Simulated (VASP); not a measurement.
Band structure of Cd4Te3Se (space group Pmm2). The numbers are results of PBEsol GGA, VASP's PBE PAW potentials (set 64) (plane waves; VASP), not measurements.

Unless said otherwise, spin-orbit coupling is left out, though it shifts the bands of the heavy elements here.

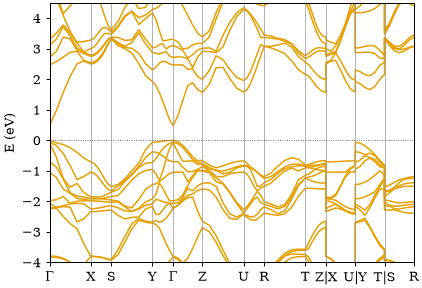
Figure: Bands along high-symmetry lines, zero at the valence-band maximum or, without a gap, the Fermi level

Question: Read the plot: is there a gap, and where are the band edges?

Answer: The gap is direct, 0.49 eV, from the valence maximum at Γ to the conduction minimum at Γ. (Edges off the drawn lines would not show.)

The structure comes from a computed database's Cd4Te3Se entry (Pmm2); how it stands against other phases isn't given here. It was relaxed first.
